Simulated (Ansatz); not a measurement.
# Amorphous Hf₁₈O₃₉Lu₂

The cell was made by melting and quenching with the CHGNet potential and then relaxed with DFT. O atoms were pushed apart under 1.9 Å during the dynamics, to hinder bonds among them. The hot cell started wider than the set density and was brought back towards it in steps. It is the lowest in DFT energy of 2 quenches. It is a model cell: composition and starting density were chosen by hand, and all elements were melted together. No dispersion term was used.

Methods: PBE, scalar-relativistic without spin-orbit coupling (Ansatz, a quantum-chemistry and plane-wave program); r2SCAN, scalar-relativistic without spin-orbit coupling (Ansatz); HSE06, scalar-relativistic without spin-orbit coupling (Ansatz). Geometry, pressure, stress and energy are those of the PBE run. Its sampling: a 2×2×2 Γ-centred mesh; Fermi-Dirac width 0.02 eV; no spin polarisation. Other functionals are single points at the zone centre (r2SCAN at 500 eV; exact exchange cut at the cell's faces), free to take moments where seeds were set. At PBE the levels at the filled edge of the gap are localised (band-tail or defect states).

```yaml
number_of_atoms_in_the_cell: 59
Density (held, not predicted): 9.05 g/cm^3
volume_per_atom: 13.03 Å³
Pressure on a 2×2×2 Γ-centred mesh: -0.05 GPa
Largest force and stress component on that mesh (the relaxation ran on the zone centre alone): 0.11 eV/Å and 0.2 GPa
Level gap on a 2×2×2 Γ-centred mesh (PBE): 3.95 eV
Level gap at the zone centre (PBE): 3.96 eV
Level gap at the zone centre (r2SCAN): 4.43 eV
Level gap at the zone centre (HSE06): 5.59 eV
```

Bonds are counted up to Hf-Hf 3.34 Å, Hf-O 2.90 Å, Hf-Lu 3.73 Å, O-O 1.58 Å, O-Lu 2.78 Å, Lu-Lu 4.11 Å. Two cations that share two anions don't count as bonded, nor two that share one unless they lie closer than Hf-Hf 3.25 Å, Hf-Lu 3.63 Å, Lu-Lu 4.00 Å.

```
Property                                                                                                       Result
---------------------------------  ----------------------------------------------------------------------------------
Mean coordination of Hf by anions  6.56 (2 with 5, 4 with 6, 12 with 7); 1 close contacts or bonds to cations besides
Mean coordination of O                                                          3.33 (27 with 3, 11 with 4, 1 with 5)
Mean coordination of Lu by anions             6.00 (1 with 5, 1 with 7); 1 close contacts or bonds to cations besides
Mean Hf-O bond                                                                  2.169 Å (spread 0.161 Å, 118 counted)
Mean O-Lu bond                                                                   2.252 Å (spread 0.129 Å, 12 counted)
```

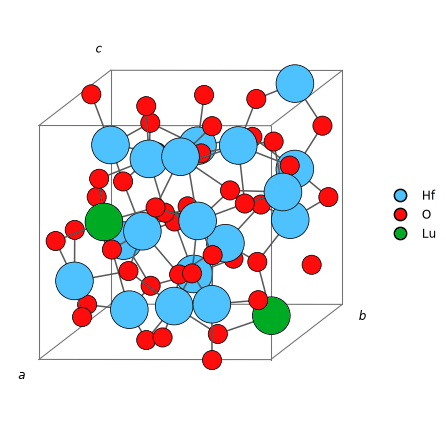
Figure: The relaxed cell

Its density started from a set value of 9.04 g/cm³. Cooling (nominally 380 K/ps over its main leg) ran many orders faster than in experiment, which tends to leave more defects and strain. One small periodic cell is one sample of the glass; other quenches scatter about these values. The volume was held where the preparation left it and the shape relaxed, at a PBE pressure of 0.0 GPa.
